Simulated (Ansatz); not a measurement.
# Cl₂F₂HOTa: what the fields show

| atom | x (Å) | y (Å) | z (Å) |
| --- | --- | --- | --- |
| Ta | -0.0014 | -0.1300 | -0.0196 |
| Cl | 2.2848 | -0.1409 | -0.0370 |
| O | -0.0862 | -0.3088 | 1.8417 |
| H | -0.1813 | -0.3181 | 2.8075 |
| F | -0.0060 | 0.2013 | -1.8733 |
| F | -0.9715 | 1.4541 | 0.1106 |
| Cl | -1.0230 | -2.1426 | -0.3828 |

Core potentials replace the inner electrons of Ta.

The calculation used RKS LDA/def2-SVP (Ansatz 0.2.0).

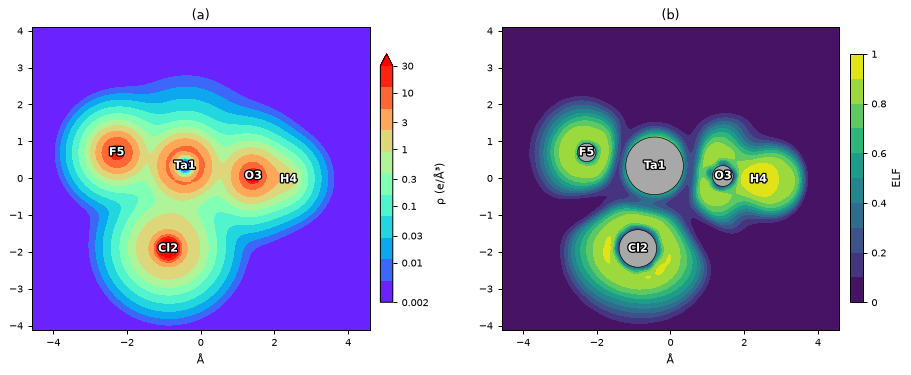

Figure 1. (a) electron density; (b) ELF on the plane of atoms Cl2, Ta1 and O3. Grey discs cover the atomic cores in the ELF map.

Q: Describe what can be read from this map.

A: The section cuts through Ta, Cl, O, H and F sites.
Ta–F (1.88 Å): the density is about 1 e/Å³ at the midpoint; the ELF peaks at about 0.85 in the valence shell of F, 0.5 Å from its nucleus, and drops to about 0.20 between the two atoms.
Ta–O (1.87 Å): the density is about 1.1 e/Å³ at the midpoint; the ELF peaks at about 0.80 in the valence shell of O, 0.6 Å from its nucleus, and drops to about 0.25 between the two atoms.
Ta–Cl (2.29 Å): the density is about 0.69 e/Å³ at the midpoint; the ELF peaks at about 0.80 in the valence shell of Cl, 0.9 Å from its nucleus, and is about 0.40 at the midpoint.
O–H (0.97 Å): ρ at the midpoint is about 3.6 e/Å³; the ELF climbs to about 1 towards the hydrogen, as it does in any bond to H (a covalent bond by its length).

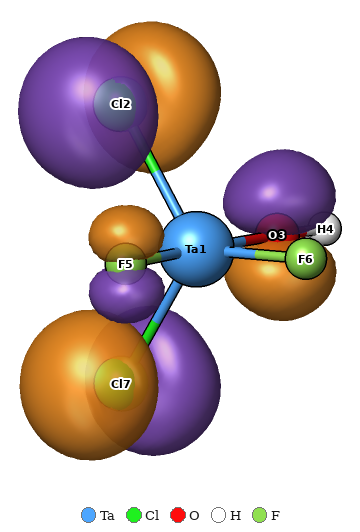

Figure 2. One frontier orbital at ±0.1 Å⁻³ᐟ² (orange and purple are the two phases), seen at an oblique angle.

Q: Which orbital is it: HOMO or LUMO?

A: The HOMO, at −8.06 eV. Its weight (Hirshfeld) is mainly on Cl2 (about 35 %), Cl7 (about 35 %) and O3 (about 20 %); largely a combination of lone pairs on Cl2, Cl7 and O3.
